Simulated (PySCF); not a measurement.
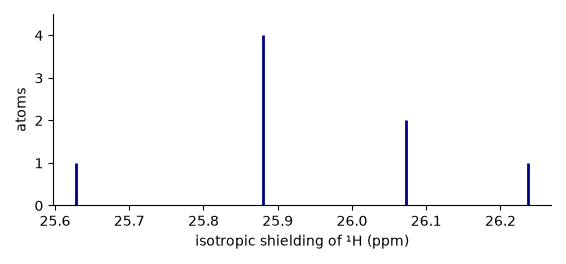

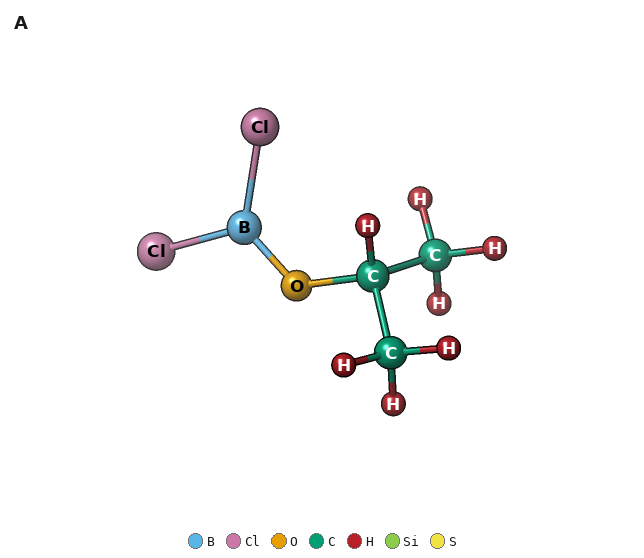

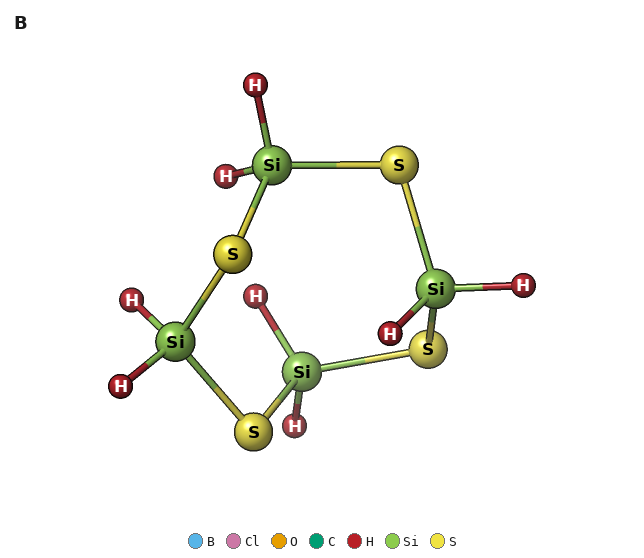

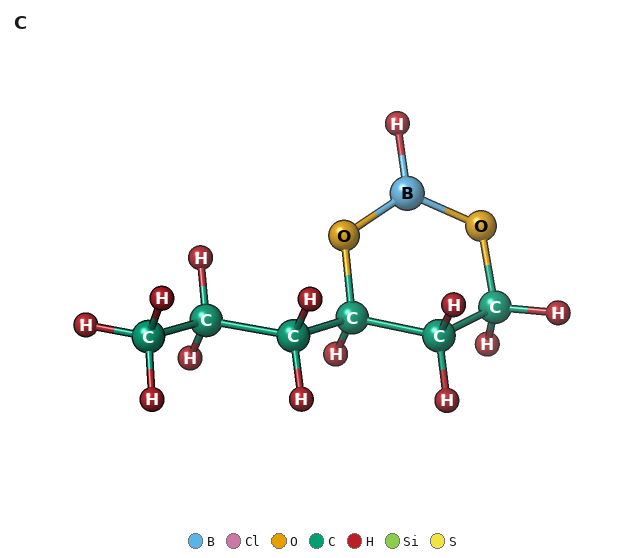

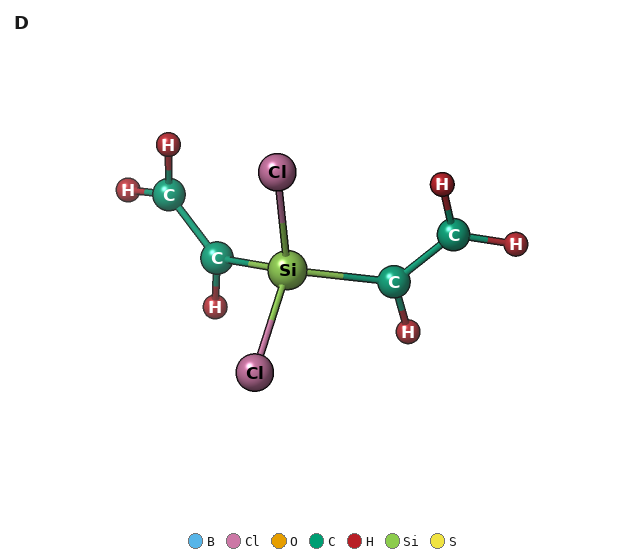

The sticks are computed shieldings of one of the molecules, for one fixed geometry (PBE0-D3(BJ)/def2-SVP) without averaging over rotations. Low shielding means a high chemical shift. Method: GIAO B3LYP/pcSseg-1 NMR shielding, non-relativistic, gas phase (PySCF 2.14.0).

> Which molecule gives this pattern?

B, `[SiH2]1S[SiH2]S[SiH2]S[SiH2]S1`. Its 8 H atoms give lines at 25.63, 25.88 (4 atoms), 26.07 (2 atoms), 26.24 ppm.
